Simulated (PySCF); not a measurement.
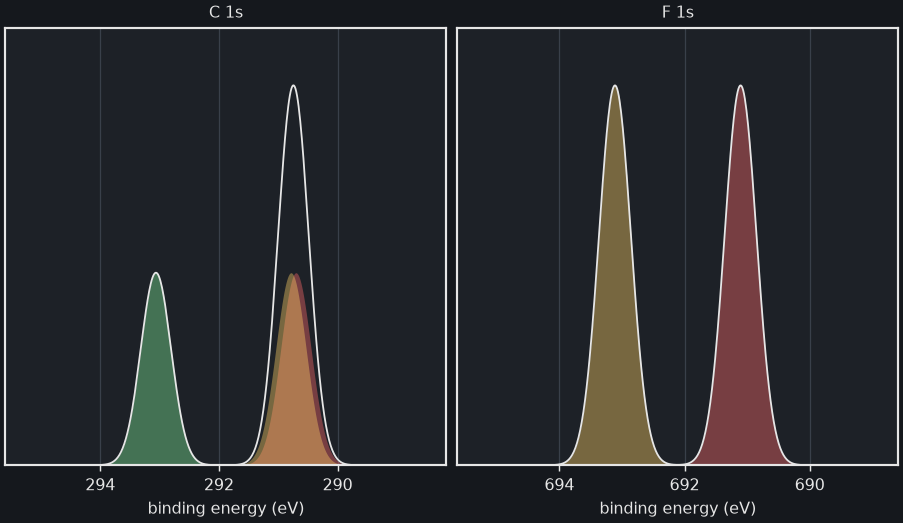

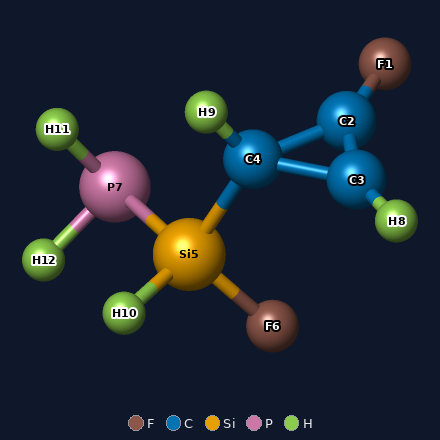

Simulated XPS of C₃H₅F₂PSi, SMILES FC1=C[C@@H]1[Si@H](F)P. Vertical core-electron binding energies by ΔSCF (PBE0, pcX-2 on the ionised atom, pcseg-1 elsewhere, spin-free X2C; PySCF, at a PBE0-D3(BJ)/def2-SVP geometry (no frequency check)), gas phase, against the vacuum level. One atom of each kind was ionised; within a panel, areas follow the number of like atoms, each panel is scaled alone, Gaussians of 0.6 eV full width. Only the regions named are shown. Lines closer than the width merge in the curve.

Which atoms give which peak?

| level | atoms | binding energy (eV) |
| --- | --- | --- |
| C 1s | C2 | 293.1 |
| C 1s | C4 | 290.8 |
| C 1s | C3 | 290.7 |
| F 1s | F1 | 693.1 |
| F 1s | F6 | 691.1 |

How large is the chemical shift across the C 1s region?

2.4 eV, from C3 at 290.7 eV to C2 at 293.1 eV.

Note: one conformer of a flexible molecule.
